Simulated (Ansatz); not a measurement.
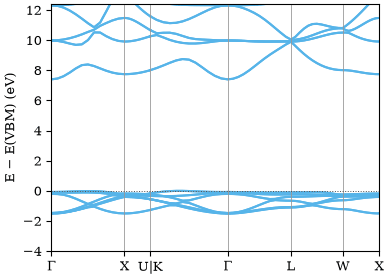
*Band structure from r²SCAN with spin–orbit coupling (plane waves, PAW; program Ansatz)*

Read off the gap and where the band edges lie.

About 7.4 eV (7.40 eV by a search for the band edges); maximum on the K–Γ line, 37 % of the way from K, minimum at Γ.

The material is BaF$_{2}$ (fluorite, Fm-3m).

Symmetry was held in the r²SCAN relaxation.

Potentials: the earlier of the program's two PAW sets. The files were generated under PBE; for other functionals the program regenerates the frozen cores, and for LDA and PBEsol the local potential too.
